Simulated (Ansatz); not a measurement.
**CH4Cl3NSi (SMILES CN[Si](Cl)(Cl)Cl): density, localisation and related maps**

Input

```
crystal:
  periodic: [false, false, false]
  atoms:
    - {symbol: C, position_ang: [0.362661, -1.199626, 0.755704]}
    - {symbol: N, position_ang: [0.649575, -0.077052, -0.115897]}
    - {symbol: Si, position_ang: [-0.464403, 1.085464, -0.595751]}
    - {symbol: Cl, position_ang: [-2.031157, 0.346353, -1.680231]}
    - {symbol: Cl, position_ang: [0.523826, 2.443451, -1.739279]}
    - {symbol: Cl, position_ang: [-1.295599, 1.986267, 1.030059]}
    - {symbol: H, position_ang: [1.222978, -1.420215, 1.391636]}
    - {symbol: H, position_ang: [0.092920, -2.105199, 0.202472]}
    - {symbol: H, position_ang: [-0.470552, -0.948709, 1.414685]}
    - {symbol: H, position_ang: [1.492851, -0.161834, -0.660298]}
basis:
  gaussian: {orbitals: def2-TZVPP}
hamiltonian: {xc: pbe0, dispersion: d4}
output: {orbitals: {seedname: orbitals}}
```

Launched as:

```sh
ansatz run in.yaml --threads 4 --pin off --events-out ev --progress --plain --max-ram 11315MiB
```

Geometry: PBE0-D4/def2-TZVP.

All numbers below come from Ansatz 0.2.0, RKS PBE0-D4/def2-TZVPP.

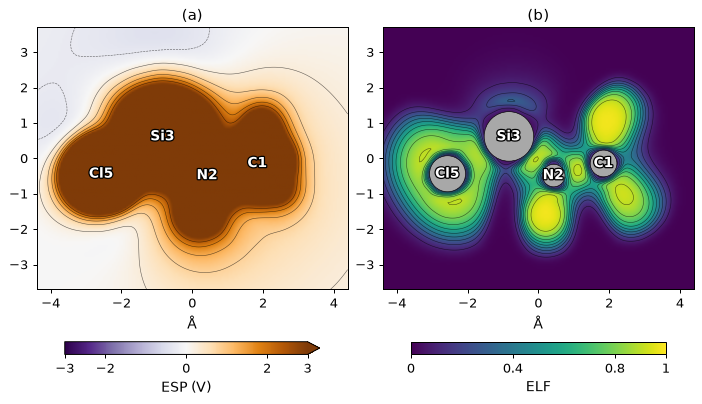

Figure 1. (a) molecular electrostatic potential; (b) electron localisation function on the plane of atoms C1, N2 and Si3. Grey discs cover the atomic cores in the ELF map.

### Describe what can be read from this map.

- The plane passes through C, N, Si and Cl nuclei.
- C–N (1.45 Å): the ELF peaks at about 0.90 between the atoms: localised, covalent bonding.
- Si–N (1.68 Å): the ELF peaks at about 0.90 between the atoms: a polar covalent bond.
- Si–Cl (2.03 Å): the ELF peaks at about 0.85 between the atoms: a shared but strongly polarised pair.
- The ELF also peaks beside Cl5, away from the bonds: lone-pair regions.
- Outside the dense part of the molecule the potential is most negative (−0.4 V) near Cl6, which lies off the plane.

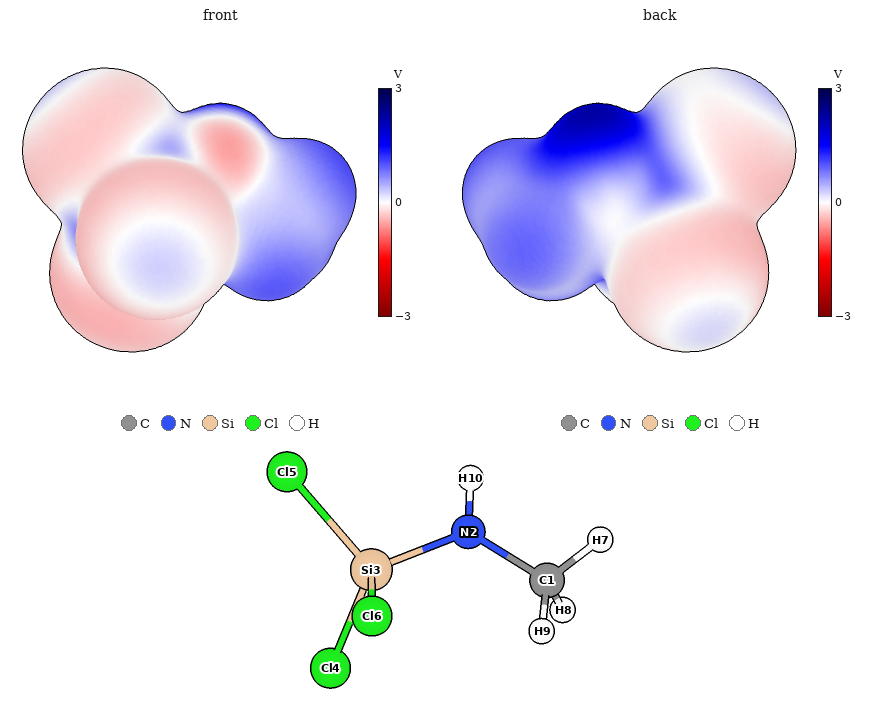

Figure 2. The electrostatic potential painted on the density surface at 0.002 e/bohr³, seen from the front and from behind; red is negative and blue positive. The bare structure is drawn below in the same view.

### Describe the electrostatic potential map.

The most negative region (about −0.5 V, or −12 kcal/mol for a unit charge) lies over N2, the most positive (about +2.1 V, or +48 kcal/mol for a unit charge) over H10. Cl4 shows a σ-hole: about +0.2 V at the tip opposite its bond, against about −0.3 V, or −7 kcal/mol for a unit charge on its flanks. Cl5 shows a σ-hole: about +0.3 V, or +7 kcal/mol for a unit charge at the tip opposite its bond, against about −0.2 V on its flanks. Cl6 shows a σ-hole: about +0.3 V at the tip opposite its bond, against about −0.3 V on its flanks.

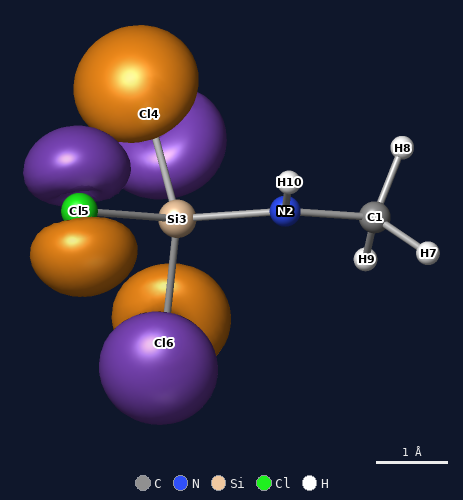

Figure 3. The HOMO−1 at ±0.15 Å⁻³ᐟ² (orange and purple are the two phases), seen from one side.

### Describe this orbital and give its energy.

By Hirshfeld shares it lies mainly on Cl4 (about 40 %), Cl6 (about 30 %) and Cl5 (about 20 %); largely a combination of lone pairs on Cl4, Cl6 and Cl5. Its energy is −9.05 eV.

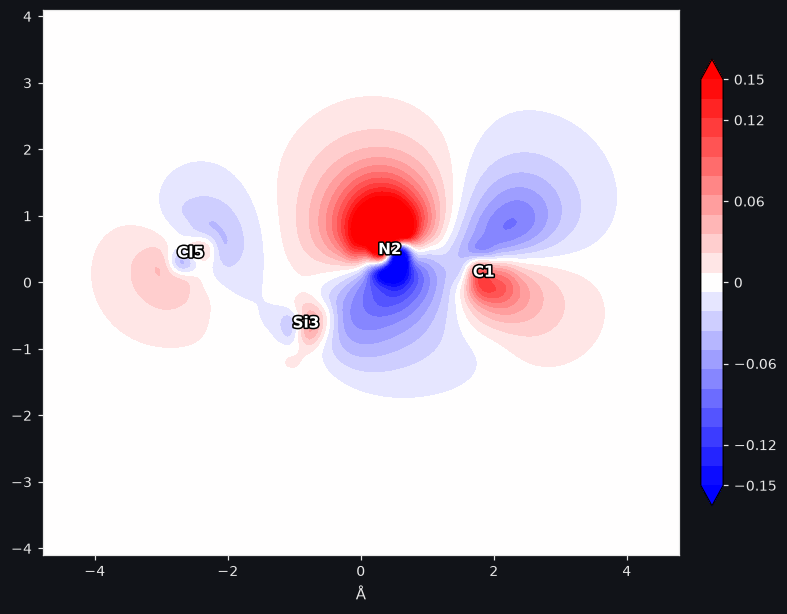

Figure 4. The HOMO on the plane of atoms N2, Si3 and Cl5 (values in Å⁻³ᐟ²; the overall sign is arbitrary).

### Describe this orbital and give its energy.

By Hirshfeld shares it lies mainly on N2 (about 55 %), C1 (about 10 %), Si3 (about 10 %), Cl4 (about 5 %) and H8 (about 5 %). Its energy is −7.64 eV.
